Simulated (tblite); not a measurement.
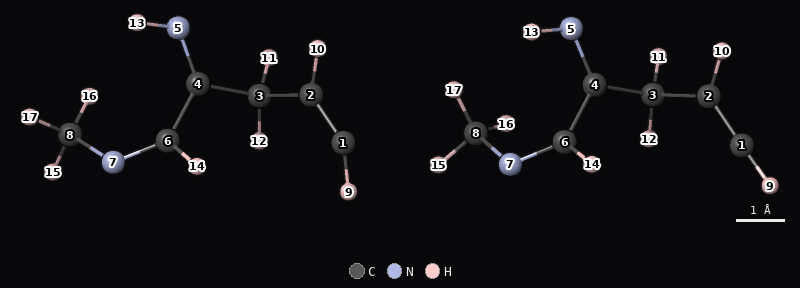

Two geometries of C$_{6}$H$_{9}$N$_{2}$ (multiplicity 2), drawn at one scale. One is the start of a relaxation, the other its converged end. The picture is a ball-and-stick view, seen at a tilt.

Method: GFN2-xTB geometry optimisation, gas phase (tblite 0.8.0). 

> Which geometry has the lower energy?

The left one is the relaxed one. The largest move after the best rigid fit is that of H17, 0.86 Å. By element the largest moves are H 0.86 Å, N 0.29 Å, C 0.26 Å. Some distances before and after: C4–N5 1.310 → 1.265 Å, C6–N7 1.292 → 1.258 Å, N7–C8 1.463 → 1.431 Å, C2–C3 1.514 → 1.539 Å. Among the angles between lasting bonds that change: C2–C1–H9 178.9° → 141.5°, C4–N5–H13 109.4° → 115.2°, N5–C4–C6 121.3° → 126.1°. Groups turn about N7–C8 by about 40°. The energy falls by 36.0 kJ/mol in 117 geometry steps. Cost: 0.72 s on 1 thread of Arm Neoverse V1 (shared host).
